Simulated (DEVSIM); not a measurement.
System: Schottky contact on n-type GaN, at 300 K.

| layer (left to right) | material | thickness (μm) | Nd (cm⁻³) | τn (s) | τp (s) |
|---|---|---|---|---|---|
| 1 | GaN | 13.0 | 2.8e17 | 8.1e-9 | 8.1e-9 |

Left contact: Schottky, work function 5.06 eV, emission velocity 3.6e6 cm/s. Right contact: ohmic. Voltage is applied to the left contact. Recombination: SRH at mid-gap. Mobility is μmin + (μ − μmin)/(1 + (N/Nref)^α).

Constants are typed, rounded textbook-type inputs, not results; the design itself was drawn at random and stands for no fabricated device. Values at 300 K.

```tsv
parameter	GaN
gap (eV)	3.43
affinity (eV)	4.1
permittivity	9.5
Nc (cm⁻³)	2.3e18
Nv (cm⁻³)	4.6e19
μn (cm²/Vs)	1200
μp (cm²/Vs)	100
μn,min	55
μp,min	3
Nref,n	2e17
Nref,p	3e17
αn	1
αp	2
```

Simulated with DEVSIM: 1D drift-diffusion, Boltzmann statistics, complete ionisation; no tunnelling, impact ionisation, image-force lowering or self-heating. Metal contacts follow the ideal Schottky-Mott rule: no Fermi-level pinning, no interface dipoles.

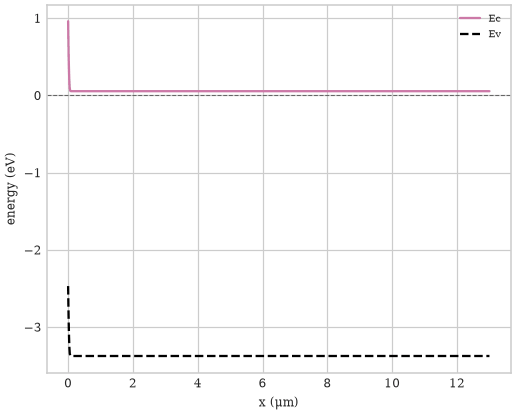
Band edges at zero bias

Energies count from the Fermi level of the right contact; mesh points crowd at the junctions.

| x (μm) | Ec (eV) | Ev (eV) | n (cm⁻³) | p (cm⁻³) | field (V/cm) |
|---|---|---|---|---|---|
| 0.000 | 0.960 | -2.470 | 170 | < 1e2 | -300000 |
| 0.01516 | 0.557 | -2.873 | 1.0e9 | < 1e2 | -230000 |
| 0.03985 | 0.163 | -3.267 | 4.3e15 | < 1e2 | -94000 |
| 0.08007 | 0.055 | -3.375 | 2.7e17 | < 1e2 | -1000 |
| 0.1756 | 0.054 | -3.376 | 2.8e17 | < 1e2 | ≈ 0 |
| 0.3012 | 0.054 | -3.376 | 2.8e17 | < 1e2 | ≈ 0 |
| 0.5058 | 0.054 | -3.376 | 2.8e17 | < 1e2 | ≈ 0 |
| 0.9917 | 0.054 | -3.376 | 2.8e17 | < 1e2 | ≈ 0 |
| 1.631 | 0.054 | -3.376 | 2.8e17 | < 1e2 | ≈ 0 |
| 2.672 | 0.054 | -3.376 | 2.8e17 | < 1e2 | ≈ 0 |
| 4.367 | 0.054 | -3.376 | 2.8e17 | < 1e2 | ≈ 0 |
| 7.913 | 0.054 | -3.376 | 2.8e17 | < 1e2 | ≈ 0 |
| 9.886 | 0.054 | -3.376 | 2.8e17 | < 1e2 | ≈ 0 |
| 11.10 | 0.054 | -3.376 | 2.8e17 | < 1e2 | ≈ 0 |
| 12.02 | 0.054 | -3.376 | 2.8e17 | < 1e2 | ≈ 0 |
| 12.41 | 0.054 | -3.376 | 2.8e17 | < 1e2 | ≈ 0 |
| 12.64 | 0.054 | -3.376 | 2.8e17 | < 1e2 | ≈ 0 |
| 12.79 | 0.054 | -3.376 | 2.8e17 | < 1e2 | ≈ 0 |
| 12.90 | 0.054 | -3.376 | 2.8e17 | < 1e2 | ≈ 0 |
| 12.95 | 0.054 | -3.376 | 2.8e17 | < 1e2 | ≈ 0 |
| 12.98 | 0.054 | -3.376 | 2.8e17 | < 1e2 | ≈ 0 |
| 13.00 | 0.054 | -3.376 | 2.8e17 | < 1e2 | ≈ 0 |
